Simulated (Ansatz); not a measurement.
# GeNH3 + H2S: a complex and its separated parts

Aim: how far the complex at one end of a reaction step lies below its separated, relaxed parts, level by level.

Method: PBE0-D4/def2-TZVP structures, single points in def2-TZVPP, no counterpoise correction; program: Ansatz 0.2.0, Gaussian basis.

Levels: SPW92, PBE-D4, BLYP-D4, r2SCAN-D4, B97M-V, PBE0-D4, B3LYP-D4, r2SCAN0-D4, BHLYP-D4, CAM-B3LYP-D4, wB97X-V, wB97M-V, B2PLYP, PBE-QIDH, RPA on PBE, Hartree-Fock, MP2, CCSD, CCSD(T).

Correlated methods freeze the cores. Filled d shells of the heavier atoms are correlated. B3LYP uses VWN-RPA correlation. B2PLYP carries no dispersion term here.

11 further runs of the same task are left out: 11 set aside as unsound or not needed.

## (1) Where the work starts

The complex: 8 atoms, charge 0, spin multiplicity 1.

Atoms are counted from 1 here; the program's logs count them from 0.

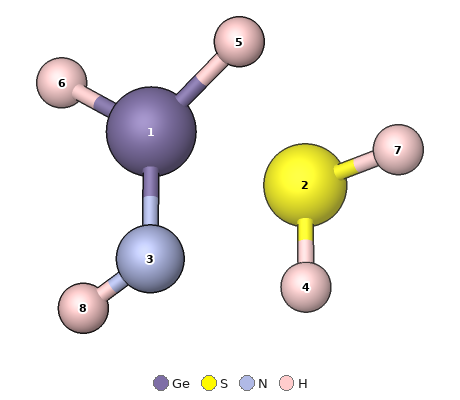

As it starts; germanium purple, sulfur yellow, nitrogen light blue, hydrogen pink; atoms are numbered from 1 in the order of the file.

Geometry (Å):

```mol
GeH5NS
  3D, bonds by distance, orders not assigned

  8  6  0  0  0  0  0  0  0  0999 V2000
   -0.4307   -0.1357    0.9912 Ge  0  0
    1.6710    0.4547   -1.0512 S   0  0
   -1.8475   -0.1905    0.0326 N   0  0
    0.5851    0.4401   -1.8421 H   0  0
    0.2975   -1.4579    1.2541 H   0  0
    0.1101    1.0127    1.8708 H   0  0
    1.9067   -0.8501   -1.2613 H   0  0
   -2.2923    0.7268    0.0058 H   0  0
  1  3  8  0
  1  5  8  0
  1  6  8  0
  2  4  8  0
  2  7  8  0
  3  8  8  0
M  END
```

Its parts: GeNH3 holds atoms 1, 3, 5, 6, 8; H2S holds atoms 2, 4, 7. Each part counts its atoms afresh in its own runs.

## (2) Relaxing GeNH3 alone

relax-a/in.yaml reads:

```yaml
crystal:
  periodic: [false, false, false]
  atoms:
    - {symbol: Ge, position_ang: [-0.430700, -0.135654, 0.991159]}
    - {symbol: N, position_ang: [-1.847487, -0.190530, 0.032633]}
    - {symbol: H, position_ang: [0.297462, -1.457870, 1.254129]}
    - {symbol: H, position_ang: [0.110114, 1.012655, 1.870776]}
    - {symbol: H, position_ang: [-2.292287, 0.726837, 0.005788]}
basis:
  gaussian: {orbitals: def2-TZVP}
hamiltonian: {xc: pbe0, dispersion: d4}
relax: {f_tol: 0.005, max_steps: 200}
```

No record of the launch command was kept for these runs.

Further steps of the session: Relaxing H2S alone; wB97M-V/def2-TZVPP; CCSD(T)/def2-TZVPP; Vibrations of GeNH3; Vibrations of H2S.

What does the calculation give? Wanted: complex less parts, CCSD(T)/def2-TZVPP; with zero-point energy; largest T1 diagnostic.

**Answer**, as computed:

| quantity | value |
| --- | --- |
| complex less parts, CCSD(T)/def2-TZVPP | -2.91 kcal/mol |
| with zero-point energy | -1.31 kcal/mol |
| largest T1 diagnostic | 0.018 |

**Reading.** At CCSD(T) the complex lies 2.91 kcal/mol below its parts. The functionals run from B2PLYP, off by +0.25 kcal/mol, to SPW92, off by -6.23 kcal/mol, against CCSD(T). Mean unsigned error by rung: LDA 6.23, GGA 2.75, meta-GGA 2.16, hybrid 2.60, range-separated hybrid 1.88, double hybrid 0.99 kcal/mol. PBE-D4 gives a relative energy 3.47 kcal/mol too low, an error of 119 % of the reference. No counterpoise was applied, and triple zeta lacks some correlation, so the CCSD(T) reference has a basis error of its own, and close matches with it are partly luck. The restricted Hartree–Fock reference is unstable towards an unrestricted one at one or more of these structures.
